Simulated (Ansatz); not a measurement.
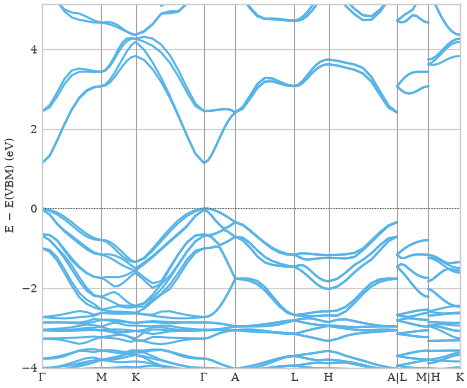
Figure: Band structure from PBE with spin–orbit coupling (plane waves, PAW; program Ansatz)

**Question.** Read off the gap and where the band edges lie.

**Answer.** About 1.1 eV (1.14 eV by a search for the band edges); maximum at Γ, minimum at Γ.

The material is AgI (wurtzite, P6_3mc).

The PBE relaxation kept the symmetry of its start. No spin polarisation was allowed.

Potentials: the earlier of the program's two PAW sets.
